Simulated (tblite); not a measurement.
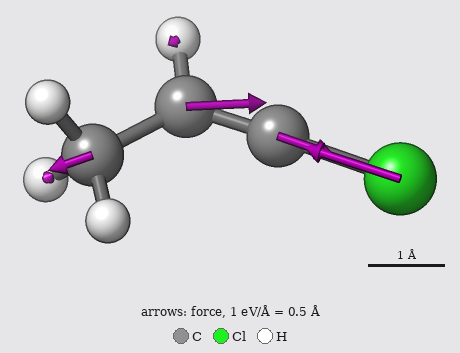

Starting geometry of C3H4Cl (multiplicity 2) with the computed forces as purple arrows. A ball-and-stick model, seen from a free direction.

These are results of tblite, GFN2-xTB geometry optimisation, gas phase, not measurements. 

Q: Is this structure relaxed? If not, where do the atoms go?

A: It isn't relaxed: the largest force vector, on the Cl atom, is 2.75 eV/Å. The final displacements follow the starting forces only in part (cosine between the two patterns 0.32). Over 36 geometry steps the energy falls by 50.9 kJ/mol. The atom that moves furthest after the best rigid fit is the Cl atom (0.73 Å). Largest moves by element: Cl 0.73 Å, C 0.35 Å, H 0.30 Å. Some distances before and after: C–Cl 1.758 → 1.659 Å, C–C 1.475 → 1.512 Å, C–H 1.099 → 1.082 Å, C–C 1.307 → 1.301 Å. Bond angles that change, for instance: C–C–Cl 178.5° → 136.2°, C–C–H 117.5° → 115.1°.
